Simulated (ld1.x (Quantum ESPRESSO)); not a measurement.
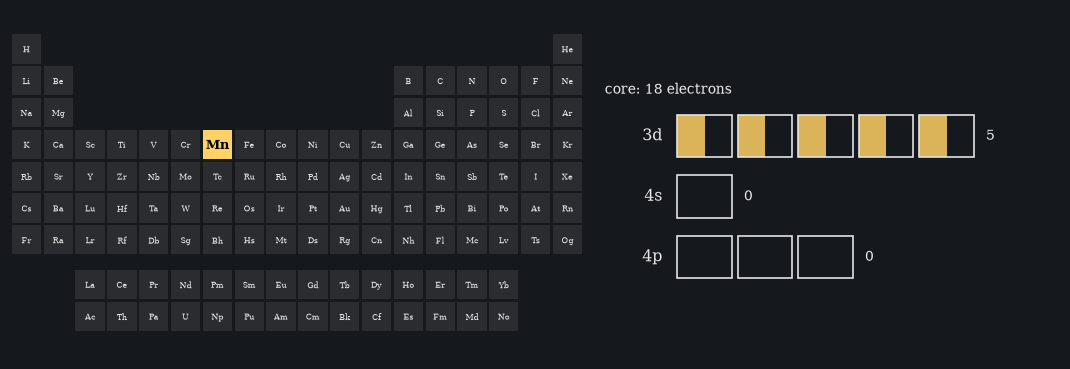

Left, the place of manganese in the periodic table; right, the valence shells of the reference configuration: a box for each of the 2l + 1 orbitals, shaded by the share of the shell that is filled, with the electron count at the right.

## Pseudopotential generation for Mn (part 1 of 2)

System: manganese (Mn, Z = 25), core [Ar], reference valence 3d5 4s0 4p0 (an ion of charge +2), valence charge 7.
Method: RRKJ potential, BP86, fully relativistic, made with ld1.x (Quantum ESPRESSO) 7.5.

## Input file
```
 &input
   title='Mn', zed=25., rel=2, dft='BP', iswitch=3,
   config='[Ar] 3d5 4s0 4p0', rel_dist='average',
   nld=5, rlderiv=2.45, eminld=-4.0, emaxld=5.0, deld=0.02
 /
 &inputp
   pseudotype=2, tm=.false., rho0=0.01, lloc=-2, rcloc=2.00,
   nlcc=.true.,
   file_pseudopw='Mn.UPF', file_wfcaegen='ae.wfc', file_wfcncgen='nc.wfc', file_beta='beta', file_chi='chi'
 /
3
4S  1  0   0.00   0.00  2.25  2.25  0.0
4P  2  1   0.00   0.00  1.85  1.85  0.0
3D  3  2   5.00   0.00  1.65  1.65  0.0
 &test
   configts(1)='3d5 4s0 4p0'
 /
```

Hardware: 1 CPU thread, shared host.

Run as:
```bash
ld1.x < Mn.in > Mn.out
```

## The program's output
```
     Program LD1 v.7.5
     --------------------------- All-electron run ----------------------------

     Mn
     dirac relativistic calculation

     atomic number is 25.00
     dft =BP   lsd =0 sic =0 latt =0  beta=0.20 tr2=1.0E-14
     Exchange-correlation= BP
                           (   1   1   1   1   0   0   0)
     mesh =1187 r(mesh) = 100.09544 a.u. xmin = -7.00 dx = 0.01250
     1 Ry =  13.60569312 eV, c = 137.03599908

     n l j   nl                  e(Ry)          e(Ha)          e(eV)
     Spin orbit split results
     1 0 0.5 1S 1( 2.00)      -473.9668      -236.9834     -6448.6472
     2 0 0.5 2S 1( 2.00)       -55.9815       -27.9908      -761.6674
     2 1 0.5 2P 1( 2.00)       -48.1337       -24.0669      -654.8927
     2 1 1.5 2P 1( 4.00)       -47.3664       -23.6832      -644.4533
     3 0 0.5 3S 1( 2.00)        -7.6228        -3.8114      -103.7137
     3 1 0.5 3P 1( 2.00)        -5.3882        -2.6941       -73.3108
     3 1 1.5 3P 1( 4.00)        -5.2950        -2.6475       -72.0419
     3 2 1.5 3D 1( 2.00)        -1.7982        -0.8991       -24.4661
     3 2 2.5 3D 1( 3.00)        -1.7891        -0.8946       -24.3423
     4 0 0.5 4S 1( 0.00)        -1.4166        -0.7083       -19.2731
     4 1 0.5 4P 1( 0.00)        -1.0070        -0.5035       -13.7013
     4 1 1.5 4P 1( 0.00)        -0.9990        -0.4995       -13.5916
     Averaged results
     1 0     1S 1( 2.00)      -473.9668      -236.9834     -6448.6472
     2 0     2S 1( 2.00)       -55.9815       -27.9908      -761.6674
     2 1     2P 1( 6.00)       -47.6222       -23.8111      -647.9331
     3 0     3S 1( 2.00)        -7.6228        -3.8114      -103.7137
     3 1     3P 1( 6.00)        -5.3261        -2.6630       -72.4648
     3 2     3D 1( 5.00)        -1.7928        -0.8964       -24.3919
     4 0     4S 1( 0.00)        -1.4166        -0.7083       -19.2731
     4 1     4P 1( 0.00)        -1.0017        -0.5008       -13.6282

     final scf error:  6.0E-15 reached in  27 iterations

     Etot =   -2315.674170 Ry,   -1157.837085 Ha,  -31506.352131 eV

     Ekin =    2345.401765 Ry,    1172.700882 Ha,   31910.816665 eV
     Encl =   -5501.629899 Ry,   -2750.814950 Ha,  -74853.488087 eV
     Eh   =     944.553313 Ry,     472.276656 Ha,   12851.302514 eV
     Exc  =    -103.999349 Ry,     -51.999674 Ha,   -1414.983222 eV

     normalization and overlap integrals

     s(1S/1S) =  1.000000  <r> =   0.0609  <r2> =    0.0050  r(max) =   0.0400
     s(2S/2S) =  1.000000  <r> =   0.2792  <r2> =    0.0921  r(max) =   0.2331
     s(2P/2P) =  1.000000  <r> =   0.2450  <r2> =    0.0740  r(max) =   0.1861
     s(2P/2P) =  1.000000  <r> =   0.2480  <r2> =    0.0756  r(max) =   0.1885
     s(3S/3S) =  1.000000  <r> =   0.8521  <r2> =    0.8383  r(max) =   0.7361
     s(3P/3P) =  1.000000  <r> =   0.8983  <r2> =    0.9514  r(max) =   0.7454
     s(3P/3P) =  1.000000  <r> =   0.9073  <r2> =    0.9705  r(max) =   0.7547
     s(3D/3D) =  1.000000  <r> =   1.1431  <r2> =    1.6863  r(max) =   0.7642
     s(3D/3D) =  1.000000  <r> =   1.1476  <r2> =    1.6995  r(max) =   0.7642
     s(4S/4S) =  1.000000  <r> =   2.5685  <r2> =    7.4864  r(max) =   2.2392
     s(4P/4P) =  1.000000  <r> =   3.0662  <r2> =   10.7422  r(max) =   2.6343
     s(4P/4P) =  1.000000  <r> =   3.0892  <r2> =   10.9016  r(max) =   2.6343

     ------------------------ End of All-electron run ------------------------

     --------------------- Generating NC pseudopotential ---------------------

      Generating local potential from pseudized AE potential:
      Matching radius rcloc =   2.0000
      Enforcing V''(0)=0 (lloc=-2)

      Local pseudo, rcloc= 1.976 Estimated cut-off energy=     7.84 Ry

      Computing core charge for nlcc:

       r > 1.04 : true rho core
       r < 1.04 : rho core = a sin(br)/r    a=  11.26  b=   2.40

      Integrated core pseudo-charge :   7.42

     Fully relativistic calculation: |psi|^2

     Wfc 4S LC norm =  0.99995401 SC norm =  0.00004252 missing  0.00000347

     Wfc 4P LC norm =  0.99996628 SC norm =  0.00003337 missing  0.00000035

     Wfc 4P LC norm =  0.99996663 SC norm =  0.00002737 missing  0.00000600

     Wfc 3D LC norm =  0.99982752 SC norm =  0.00017243 missing  0.00000004

     Wfc 3D LC norm =  0.99982858 SC norm =  0.00017041 missing  0.00000100

      Wfc   4S  rcut= 2.239  Estimated cut-off energy=        8.86 Ry
      Using 4 Bessel functions for this wfc, rho(0) = 0.010
     l=   0 Node at 0.00003648
     l=   0 Node at 0.00003693
     l=   0 Node at 0.00003740
     l=   0 Node at 0.00003787
     l=   0 Node at 0.00003835
     l=   0 Node at 0.00003883
     l=   0 Node at 0.00003932
     l=   0 Node at 0.00003981
     l=   0 Node at 0.00004031
     l=   0 Node at 0.00004082
     l=   0 Node at 0.00004133
     l=   0 Node at 0.00004185
     l=   0 Node at 0.00004238
     l=   0 Node at 0.00004291
     l=   0 Node at 0.00004345
     l=   0 Node at 0.00004400
     l=   0 Node at 0.00004455
     l=   0 Node at 0.00004511
     l=   0 Node at 0.00004568
     l=   0 Node at 0.00004625
     l=   0 Node at 0.00004684
     l=   0 Node at 0.00004742
     l=   0 Node at 0.00004802
     l=   0 Node at 0.00004862
     l=   0 Node at 0.00004924
     l=   0 Node at 0.00004986
     l=   0 Node at 0.00005048
     l=   0 Node at 0.00005112
     l=   0 Node at 0.00005176
     l=   0 Node at 0.00005241
     l=   0 Node at 0.00005307
     l=   0 Node at 0.00005374
     l=   0 Node at 0.00005441
     l=   0 Node at 0.00005510
     l=   0 Node at 0.00005579
     l=   0 Node at 0.00005649
     l=   0 Node at 0.00005720
     l=   0 Node at 0.00005792
     l=   0 Node at 0.00005865
     l=   0 Node at 0.00005939
     l=   0 Node at 0.00006014
     l=   0 Node at 0.00006089
     l=   0 Node at 0.00006166
     l=   0 Node at 0.00006244
     l=   0 Node at 0.00006322
     l=   0 Node at 0.00006402
     l=   0 Node at 0.00006482
     l=   0 Node at 0.00006564
     l=   0 Node at 0.00006646
     l=   0 Node at 0.00006730
     l=   0 Node at 0.00006814
     l=   0 Node at 0.00006900
     l=   0 Node at 0.00006987
     l=   0 Node at 0.00007075
     l=   0 Node at 0.00007164
     l=   0 Node at 0.00007254
     l=   0 Node at 0.00007345
     l=   0 Node at 0.00007438
     l=   0 Node at 0.00007531
     l=   0 Node at 0.00007626
     l=   0 Node at 0.00007722
     l=   0 Node at 0.00007819
     l=   0 Node at 0.00007917
     l=   0 Node at 0.00008017
     l=   0 Node at 0.00008118
     l=   0 Node at 0.00008220
     l=   0 Node at 0.00008323
     l=   0 Node at 0.00008428
     l=   0 Node at 0.00008534
     l=   0 Node at 0.00008641
     l=   0 Node at 0.00008750
     l=   0 Node at 0.00008860
     l=   0 Node at 0.00008971
     l=   0 Node at 0.00009084
     l=   0 Node at 0.00009199
     l=   0 Node at 0.00009314
     l=   0 Node at 0.00009431
     l=   0 Node at 0.00009550
     l=   0 Node at 0.00009670
     l=   0 Node at 0.00009792
     l=   0 Node at 0.00009915
     l=   0 Node at 0.00010040
     l=   0 Node at 0.00010166
     l=   0 Node at 0.00010294
     l=   0 Node at 0.00010423
     l=   0 Node at 0.00010554
     l=   0 Node at 0.00010687
     l=   0 Node at 0.00010822
     l=   0 Node at 0.00010958
     l=   0 Node at 0.00011096
     l=   0 Node at 0.00011235
     l=   0 Node at 0.00011376
     l=   0 Node at 0.00011520
     l=   0 Node at 0.00011664
     l=   0 Node at 0.00011811
     l=   0 Node at 0.00011960
     l=   0 Node at 0.00012110
     l=   0 Node at 0.00012263
     l=   0 Node at 0.00012417
     l=   0 Node at 0.00012573
     l=   0 Node at 0.00012731
     l=   0 Node at 0.00012891
     l=   0 Node at 0.00013053
     l=   0 Node at 0.00013218
     l=   0 Node at 0.00013384
     l=   0 Node at 0.00013552
     l=   0 Node at 0.00013723
     l=   0 Node at 0.00013895
     l=   0 Node at 0.00014070
     l=   0 Node at 0.00014247
     l=   0 Node at 0.00014426
     l=   0 Node at 0.00014608
     l=   0 Node at 0.00014791
     l=   0 Node at 0.00014978
     l=   0 Node at 0.00015166
     l=   0 Node at 0.00015357
     l=   0 Node at 0.00015550
     l=   0 Node at 0.00015745
     l=   0 Node at 0.00015943
     l=   0 Node at 0.00016144
     l=   0 Node at 0.00016347
     l=   0 Node at 0.00016553
     l=   0 Node at 0.00016761
     l=   0 Node at 0.00016972
     l=   0 Node at 0.00017185
     l=   0 Node at 0.00017401
     l=   0 Node at 0.00017620
     l=   0 Node at 0.00017842
     l=   0 Node at 0.00018066
     l=   0 Node at 0.00018294
     l=   0 Node at 0.00018524
     l=   0 Node at 0.00018757
     l=   0 Node at 0.00018993
     l=   0 Node at 0.00019232
     l=   0 Node at 0.00019473
     l=   0 Node at 0.00019718
     l=   0 Node at 0.00019966
     l=   0 Node at 0.00020218
     l=   0 Node at 0.00020472
     l=   0 Node at 0.00020729
     l=   0 Node at 0.00020990
     l=   0 Node at 0.00021254
     l=   0 Node at 0.00021521
     l=   0 Node at 0.00021792
     l=   0 Node at 0.00022066
     l=   0 Node at 0.00022344
     l=   0 Node at 0.00022625
     l=   0 Node at 0.00022909
     l=   0 Node at 0.00023198
     l=   0 Node at 0.00023489
     l=   0 Node at 0.00023785
     l=   0 Node at 0.00024084
     l=   0 Node at 0.00024387
     l=   0 Node at 0.00024694
     l=   0 Node at 0.00025004
     l=   0 Node at 0.00025319
     l=   0 Node at 0.00025637
     l=   0 Node at 0.00025960
     l=   0 Node at 0.00026286
     l=   0 Node at 0.00026617
     l=   0 Node at 0.00026952
     l=   0 Node at 0.00027291
     l=   0 Node at 0.00027634
     l=   0 Node at 0.00027982
     l=   0 Node at 0.00028334
     l=   0 Node at 0.00028690
     l=   0 Node at 0.00029051
     l=   0 Node at 0.00029416
     l=   0 Node at 0.00029786
     l=   0 Node at 0.00030161
     l=   0 Node at 0.00030540
     l=   0 Node at 0.00030925
     l=   0 Node at 0.00031314
     l=   0 Node at 0.00031707
     l=   0 Node at 0.00032106
     l=   0 Node at 0.00032510
     l=   0 Node at 0.00032919
     l=   0 Node at 0.00033333
     l=   0 Node at 0.00033752
     l=   0 Node at 0.00034177
     l=   0 Node at 0.00034607
     l=   0 Node at 0.00035042
     l=   0 Node at 0.00035483
     l=   0 Node at 0.00035929
     l=   0 Node at 0.00036381
     l=   0 Node at 0.00036839
     l=   0 Node at 0.00037302
     l=   0 Node at 0.00037771
     l=   0 Node at 0.00038246
     l=   0 Node at 0.00038727
     l=   0 Node at 0.00039215
     l=   0 Node at 0.00039708
     l=   0 Node at 0.00040207
     l=   0 Node at 0.00040713
     l=   0 Node at 0.00041225
     l=   0 Node at 0.00041744
     l=   0 Node at 0.00042269
     l=   0 Node at 0.00042800
     l=   0 Node at 0.00043339
     l=   0 Node at 0.00043884
     l=   0 Node at 0.00044436
     l=   0 Node at 0.00044995
     l=   0 Node at 0.00045561
     l=   0 Node at 0.00046134
     l=   0 Node at 0.00046714
     l=   0 Node at 0.00047302
     l=   0 Node at 0.00047897
     l=   0 Node at 0.00048499
     l=   0 Node at 0.00049109
     l=   0 Node at 0.00049727
     l=   0 Node at 0.00050353
     l=   0 Node at 0.00050986
     l=   0 Node at 0.00051627
     l=   0 Node at 0.00052277
     l=   0 Node at 0.00052934
     l=   0 Node at 0.00053600
     l=   0 Node at 0.00054274
     l=   0 Node at 0.00054957
     l=   0 Node at 0.00055648
     l=   0 Node at 0.00056348
     l=   0 Node at 0.00057057
     l=   0 Node at 0.00057775
     l=   0 Node at 0.00058501
     l=   0 Node at 0.00059237
     l=   0 Node at 0.00059982
     l=   0 Node at 0.00060737
     l=   0 Node at 0.00061501
     l=   0 Node at 0.00062274
     l=   0 Node at 0.00063058
     l=   0 Node at 0.00063851
     l=   0 Node at 0.00064654
     l=   0 Node at 0.00065467
     l=   0 Node at 0.00066291
     l=   0 Node at 0.00067125
     l=   0 Node at 0.00067969
     l=   0 Node at 0.00068824
     l=   0 Node at 0.00069689
     l=   0 Node at 0.00070566
     l=   0 Node at 0.00071454
     l=   0 Node at 0.00072352
     l=   0 Node at 0.00073263
     l=   0 Node at 0.00074184
     l=   0 Node at 0.00075117
     l=   0 Node at 0.00076062
     l=   0 Node at 0.00077019
     l=   0 Node at 0.00077988
     l=   0 Node at 0.00078969
     l=   0 Node at 0.00079962
     l=   0 Node at 0.00080968
     l=   0 Node at 0.00081986
     l=   0 Node at 0.00083017
     l=   0 Node at 0.00084062
     l=   0 Node at 0.00085119
     l=   0 Node at 0.00086190
     l=   0 Node at 0.00087274
     l=   0 Node at 0.00088372
     l=   0 Node at 0.00089483
     l=   0 Node at 0.00090609
     l=   0 Node at 0.00091748
     l=   0 Node at 0.00092902
     l=   0 Node at 0.00094071
     l=   0 Node at 0.00095254
     l=   0 Node at 0.00096452
     l=   0 Node at 0.00097666
     l=   0 Node at 0.00098894
     l=   0 Node at 0.00100138
     l=   0 Node at 0.00101398
     l=   0 Node at 0.00102673
     l=   0 Node at 0.00103965
     l=   0 Node at 0.00105272
     l=   0 Node at 0.00106596
     l=   0 Node at 0.00107937
     l=   0 Node at 0.00109295
     l=   0 Node at 0.00110670
     l=   0 Node at 0.00112062
     l=   0 Node at 0.00113471
     l=   0 Node at 0.00114899
     l=   0 Node at 0.00116344
     l=   0 Node at 0.00117807
     l=   0 Node at 0.00119289
     l=   0 Node at 0.00120790
     l=   0 Node at 0.00122309
     l=   0 Node at 0.00123847
     l=   0 Node at 0.00125405
     l=   0 Node at 0.00126983
     l=   0 Node at 0.00128580
     l=   0 Node at 0.00130197
     l=   0 Node at 0.00131835
     l=   0 Node at 0.00133493
     l=   0 Node at 0.00135172
     l=   0 Node at 0.00136872
     l=   0 Node at 0.00138594
     l=   0 Node at 0.00140337
     l=   0 Node at 0.00142103
     l=   0 Node at 0.00143890
     l=   0 Node at 0.00145700
     l=   0 Node at 0.00147533
     l=   0 Node at 0.00149388
     l=   0 Node at 0.00151267
     l=   0 Node at 0.00153170
     l=   0 Node at 0.00155097
     l=   0 Node at 0.00157048
     l=   0 Node at 0.00159023
     l=   0 Node at 0.00161023
     l=   0 Node at 0.00163049
     l=   0 Node at 0.00165100
     l=   0 Node at 0.00167176
     l=   0 Node at 0.00169279
     l=   0 Node at 0.00171409
     l=   0 Node at 0.00173565
     l=   0 Node at 0.00175748
     l=   0 Node at 0.00177958
     l=   0 Node at 0.00180197
     l=   0 Node at 0.00182463
     l=   0 Node at 0.00184759
     l=   0 Node at 0.00187082
     l=   0 Node at 0.00189436
     l=   0 Node at 0.00191819
     l=   0 Node at 0.00194231
     l=   0 Node at 0.00196674
     l=   0 Node at 0.00199148
     l=   0 Node at 0.00201653
     l=   0 Node at 0.00204190
     l=   0 Node at 0.00206758
     l=   0 Node at 0.00209359
     l=   0 Node at 0.00211992
     l=   0 Node at 0.00214659
     l=   0 Node at 0.00217359
     l=   0 Node at 0.00220093
     l=   0 Node at 0.00222861
     l=   0 Node at 0.00225665
     l=   0 Node at 0.00228503
     l=   0 Node at 0.00231377
     l=   0 Node at 0.00234288
     l=   0 Node at 0.00237235
     l=   0 Node at 0.00240219
     l=   0 Node at 0.00243240
     l=   0 Node at 0.00246300
     l=   0 Node at 0.00249398
     l=   0 Node at 0.00252535
     l=   0 Node at 0.00255711
     l=   0 Node at 0.00258928
     l=   0 Node at 0.00262185
     l=   0 Node at 0.00265483
     l=   0 Node at 0.00268822
     l=   0 Node at 0.00272203
     l=   0 Node at 0.00275627
     l=   0 Node at 0.00279094
     l=   0 Node at 0.00282605
     l=   0 Node at 0.00286160
     l=   0 Node at 0.00289759
     l=   0 Node at 0.00293404
     l=   0 Node at 0.00297094
     l=   0 Node at 0.00300831
     l=   0 Node at 0.00304615
     l=   0 Node at 0.00308447
     l=   0 Node at 0.00312327
     l=   0 Node at 0.00316255
     l=   0 Node at 0.00320233
     l=   0 Node at 0.00324261
     l=   0 Node at 0.00328340
     l=   0 Node at 0.00332470
     l=   0 Node at 0.00336652
     l=   0 Node at 0.00340887
     l=   0 Node at 0.00345174
     l=   0 Node at 0.00349516
     l=   0 Node at 0.00353912
     l=   0 Node at 0.00358364
     l=   0 Node at 0.00362872
     l=   0 Node at 0.00367436
     l=   0 Node at 0.00372058
     l=   0 Node at 0.00376738
     l=   0 Node at 0.00381477
     l=   0 Node at 0.00386275
     l=   0 Node at 0.00391134
     l=   0 Node at 0.00396054
     l=   0 Node at 0.00401035
     l=   0 Node at 0.00406080
     l=   0 Node at 0.00411188
     l=   0 Node at 0.00416360
     l=   0 Node at 0.00421597
     l=   0 Node at 0.00426900
     l=   0 Node at 0.00432270
     l=   0 Node at 0.00437707
     l=   0 Node at 0.00443213
     l=   0 Node at 0.00448788
     l=   0 Node at 0.00454433
     l=   0 Node at 0.00460149
     l=   0 Node at 0.00465937
     l=   0 Node at 0.00471797
     l=   0 Node at 0.00477732
     l=   0 Node at 0.00483741
     l=   0 Node at 0.00489826
     l=   0 Node at 0.00495987
     l=   0 Node at 0.00502226
     l=   0 Node at 0.00508543
     l=   0 Node at 0.00514940
     l=   0 Node at 0.00521417
     l=   0 Node at 0.00527975
     l=   0 Node at 0.00534616
     l=   0 Node at 0.00541341
     l=   0 Node at 0.00548150
     l=   0 Node at 0.00555045
     l=   0 Node at 0.00562027
     l=   0 Node at 0.00569096
     l=   0 Node at 0.00576255
     l=   0 Node at 0.00583503
     l=   0 Node at 0.00590843
     l=   0 Node at 0.00598274
     l=   0 Node at 0.00605800
     l=   0 Node at 0.00613420
     l=   0 Node at 0.00621136
     l=   0 Node at 0.00628949
     l=   0 Node at 0.00636860
     l=   0 Node at 0.00644871
     l=   0 Node at 0.00652982
     l=   0 Node at 0.00661196
     l=   0 Node at 0.00669512
     l=   0 Node at 0.00677934
     l=   0 Node at 0.00686461
     l=   0 Node at 0.00695096
     l=   0 Node at 0.00703839
     l=   0 Node at 0.00712692
     l=   0 Node at 0.00721657
     l=   0 Node at 0.00730734
     l=   0 Node at 0.00739926
     l=   0 Node at 0.00749233
     l=   0 Node at 0.00758657
     l=   0 Node at 0.00768200
     l=   0 Node at 0.00777862
     l=   0 Node at 0.00787647
     l=   0 Node at 0.00797554
     l=   0 Node at 0.00807586
     l=   0 Node at 0.00817744
     l=   0 Node at 0.00828030
     l=   0 Node at 0.00838446
     l=   0 Node at 0.00848992
     l=   0 Node at 0.00859671
     l=   0 Node at 0.00870484
     l=   0 Node at 0.00881434
     l=   0 Node at 0.00892521
     l=   0 Node at 0.00903747
     l=   0 Node at 0.00915115
     l=   0 Node at 0.00926626
     l=   0 Node at 0.00938281
     l=   0 Node at 0.00950083
     l=   0 Node at 0.00962034
     l=   0 Node at 0.00974135
     l=   0 Node at 0.00986388
     l=   0 Node at 0.00998795
     l=   0 Node at 0.01011358
     l=   0 Node at 0.01024080
     l=   0 Node at 0.01036961
     l=   0 Node at 0.01050004
     l=   0 Node at 0.01063212
     l=   0 Node at 0.01076585
     l=   0 Node at 0.01090127
     l=   0 Node at 0.01103839
     l=   0 Node at 0.01117724
     l=   0 Node at 0.01131783
     l=   0 Node at 0.01146019
     l=   0 Node at 0.01160434
     l=   0 Node at 0.01175031
     l=   0 Node at 0.01189811
     l=   0 Node at 0.01204777
     l=   0 Node at 0.01219931
     l=   0 Node at 0.01235276
     l=   0 Node at 0.01250814
     l=   0 Node at 0.01266547
     l=   0 Node at 0.01282478
     l=   0 Node at 0.01298610
     l=   0 Node at 0.01314944
     l=   0 Node at 0.01331484
     l=   0 Node at 0.01348232
     l=   0 Node at 0.01365191
     l=   0 Node at 0.01382363
     l=   0 Node at 0.01399751
     l=   0 Node at 0.01417358
     l=   0 Node at 0.01435186
     l=   0 Node at 0.01453238
     l=   0 Node at 0.01471518
     l=   0 Node at 0.01490027
     l=   0 Node at 0.01508769
     l=   0 Node at 0.01527747
     l=   0 Node at 0.01546964
     l=   0 Node at 0.01566423
     l=   0 Node at 0.01586126
     l=   0 Node at 0.01606077
     l=   0 Node at 0.01626279
     l=   0 Node at 0.01646735
     l=   0 Node at 0.01667448
```

(Continued in part 2.) Outcome of the run: ended with an error.
